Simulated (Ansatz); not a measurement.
Consider C₂H₈F₂N₂Si (SMILES CN([SiH3])C(N)(F)F).

Input

```
crystal:
  periodic: [false, false, false]
  atoms:
    - { symbol: C, position_ang: [-0.6771, 0.5198, 1.2641] }
    - { symbol: "N", position_ang: [-0.1054, -0.3085, 0.2428] }
    - { symbol: Si, position_ang: [1.1702, -1.3164, 0.7054] }
    - { symbol: C, position_ang: [0.1202, 0.432, -0.9935] }
    - { symbol: "N", position_ang: [-1.2297, 0.7299, -1.5651] }
    - { symbol: F, position_ang: [0.7515, 1.5738, -0.8236] }
    - { symbol: F, position_ang: [0.7062, -0.3089, -1.9284] }
    - { symbol: H, position_ang: [-1.6476, 0.99, 0.9112] }
    - { symbol: H, position_ang: [-0.9522, 0.0195, 2.2087] }
    - { symbol: H, position_ang: [-0.0721, 1.4036, 1.5556] }
    - { symbol: H, position_ang: [1.4264, -2.3358, -0.3079] }
    - { symbol: H, position_ang: [0.8383, -1.977, 2.0024] }
    - { symbol: H, position_ang: [2.3478, -0.4451, 0.9247] }
    - { symbol: H, position_ang: [-1.6768, -0.1549, -1.7185] }
    - { symbol: H, position_ang: [-1.0215, 1.1273, -2.4487] }
basis:
  gaussian: { orbitals: def2-SVP }
hamiltonian:
  xc: pbe
relax:
  f_tol: 0.015
  max_steps: 40
output:
  orbitals: {}
```

Launched as:

```sh
ansatz run input.yaml --threads 2 --pin off --max-ram 3072MiB --backend cpu --events-out ev --progress --plain --runs-dir out
```

The fields are those of the run's last geometry, not of the input's.

These are results of RKS PBE/def2-SVP (Ansatz 0.2.0), not measurements.

Question: Predict the electron density and electron localisation function between the atoms.

Answer: C–F (1.41 Å): ρ at the midpoint is about 1.9 e/Å³, with its minimum of 1.6 e/Å³ about 0.5 Å from C; the ELF peaks at about 0.80 between the atoms, as expected for a shared but strongly polarised pair.
C–N (1.41 Å): the density is about 2.1 e/Å³ at the midpoint; the ELF peaks at about 0.90 between the atoms; localised, covalent bonding.
C–N (1.46 Å): ρ at the midpoint is about 1.8 e/Å³; the ELF peaks at about 0.90 between the atoms (localised, covalent bonding).
C–H (1.11 Å): the density is about 1.9 e/Å³ at the midpoint; the ELF climbs to about 1 towards the hydrogen, as it does in any bond to H: an ordinary covalent bond to hydrogen.

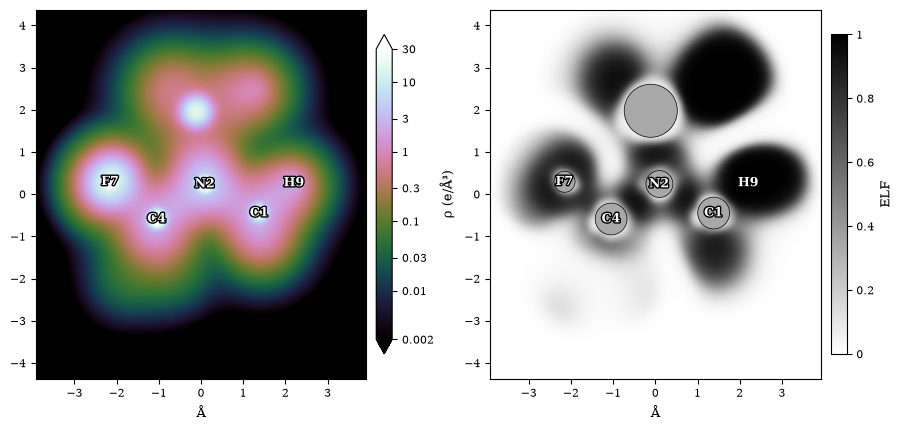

Computed electron density and electron localisation function on the plane of atoms N2, C4 and F7, in this order. Grey discs cover the atomic cores in the ELF map. 
